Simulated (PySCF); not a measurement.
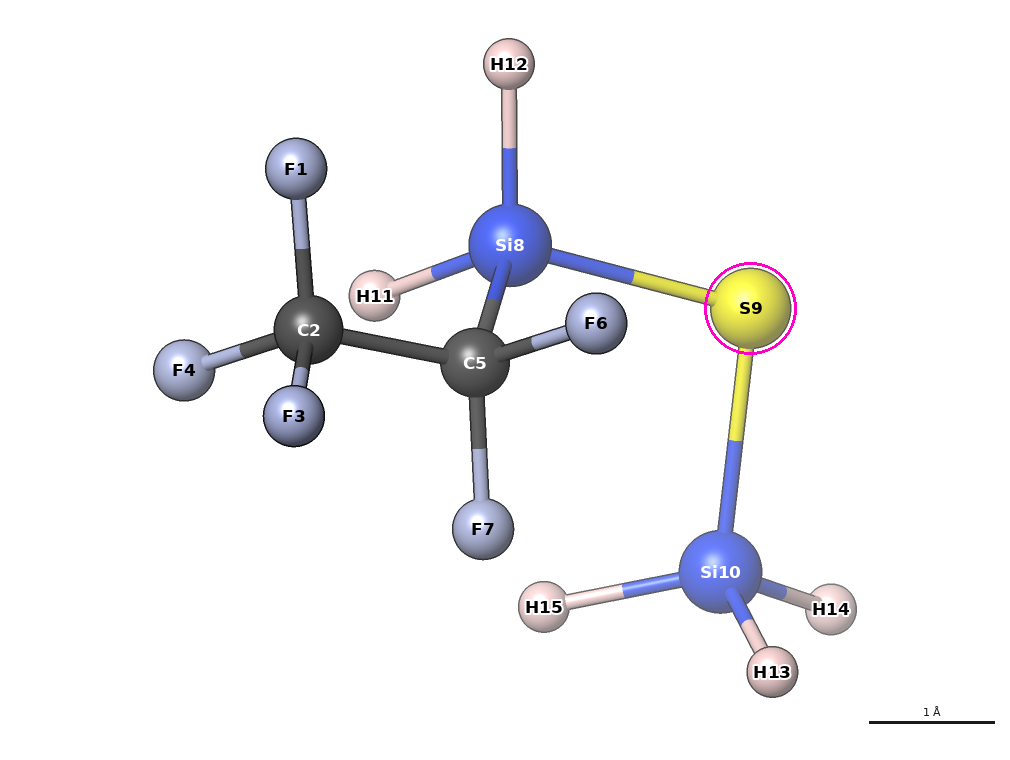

Orthographic view. Atoms fade into the background with distance from the viewer. Computed geometry: PBE0-D3(BJ)/def2-SVP optimisation. No frequency run is at hand to confirm it as a minimum.

**Name the neighbours of the circled atom.**

The circled atom is S9; it is bonded to Si8, Si10.

**Which atom is nearest the viewer?**

F3, 2.8 Å in front of the mean position.

**What is the shortest path along bonds from the circled atom to F7?**

S9–Si8–C5–F7, 3 bonds; through space the two are 3.53 Å apart.

**Which atom is farthest from the viewer?**

H14, 2.9 Å behind the mean position.
